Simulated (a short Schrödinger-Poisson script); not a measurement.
Stack: symmetric double-gate stack, SiO2 on p-type Ge(111), at 200 K.

| layer | material | thickness (nm) | Na (cm⁻³) |
|---|---|---|---|
| 1 | SiO2 | 0.8 | - |
| 2 | Ge | 5 | 1e18 |
| 3 | SiO2 | 0.8 | - |

The device is made up for the run: typed textbook-type constants, with dimensions and the other settings drawn at random. SiO2: permittivity 3.9, conduction-band edge (eV) 3.1, gap (eV) 9, electron mass (mₑ) 0.5. Ge: permittivity 16, conduction-band edge (eV) 0, gap (eV) 0.664, Nv at 300 K (cm⁻³) 6e18.

Channel valleys (confinement mass, in-plane density-of-states mass, number): L1 1.59, 0.08, 1; L3 0.09, 0.34, 3. At the gates, both at one voltage, the conduction-band edge of layer 1 lies 3.46 eV − eVg above the Fermi level of the channel. Gaps are held at their typed values at every temperature. Mesh 0.03 nm at interfaces.

From a short Schrödinger-Poisson script (our own, NumPy): 1D Poisson equation in equilibrium, electrons quantum, Hartree (BenDaniel-Duke, 12 states a valley, the channel's in-plane mass for all, wave functions free to enter the dielectric), parabolic valleys, classical holes, full ionisation, no traps, pinning or gate leakage.

Only gate voltages with over 1e8 electrons/cm² are shown.

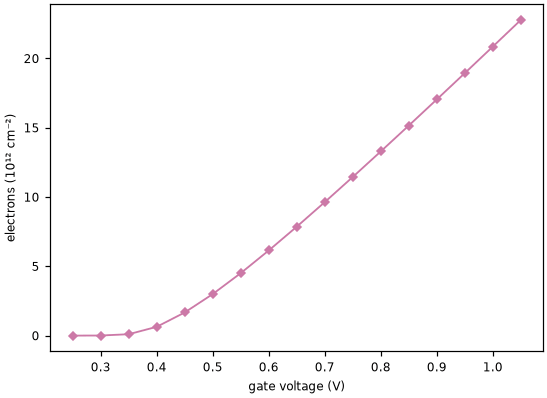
Figure: Sheet density against gate voltage

| Vg (V) | electrons (cm⁻²) | C (μF/cm²) | L1 E0 (meV) | L1 E1 (meV) | L3 E0 (meV) | L3 E1 (meV) |
|---|---|---|---|---|---|---|
| 0.25 | 3.71e8 | 0.00355 | 131.4 | 158.2 | 216.0 | 515.1 |
| 0.3 | 6.67e9 | 0.0629 | 81.6 | 108.3 | 166.2 | 465.2 |
| 0.35 | 1.00e11 | 0.792 | 34.1 | 60.6 | 118.5 | 417.4 |
| 0.4 | 6.35e11 | 2.67 | -2.0 | 23.8 | 82.1 | 379.8 |
| 0.45 | 1.67e12 | 3.88 | -25.3 | -1.0 | 58.2 | 353.8 |
| 0.5 | 3.00e12 | 4.59 | -41.5 | -19.0 | 41.2 | 334.3 |
| 0.55 | 4.51e12 | 5.07 | -53.5 | -32.8 | 28.6 | 318.9 |
| 0.6 | 6.15e12 | 5.39 | -62.7 | -44.0 | 18.8 | 306.1 |
| 0.65 | 7.86e12 | 5.61 | -70.2 | -53.3 | 10.9 | 295.2 |
| 0.7 | 9.64e12 | 5.76 | -76.6 | -61.6 | 4.2 | 285.5 |
| 0.75 | 1.15e13 | 5.86 | -82.4 | -69.2 | -1.6 | 276.6 |
| 0.8 | 1.33e13 | 5.95 | -87.8 | -76.3 | -6.8 | 268.2 |
| 0.85 | 1.52e13 | 6.01 | -93.0 | -83.0 | -11.6 | 260.4 |
| 0.9 | 1.70e13 | 6.07 | -98.2 | -89.6 | -16.1 | 252.8 |
| 0.95 | 1.89e13 | 6.11 | -103.3 | -95.9 | -20.4 | 245.5 |
| 1 | 2.09e13 | 6.15 | -108.5 | -102.2 | -24.5 | 238.4 |
| 1.05 | 2.28e13 | 6.18 | -113.8 | -108.4 | -28.4 | 231.5 |

Subbands count from the Fermi level. The capacitance is that of both gates.

Only the L valleys are kept; under strong confinement the Δ valleys of Ge fill too.
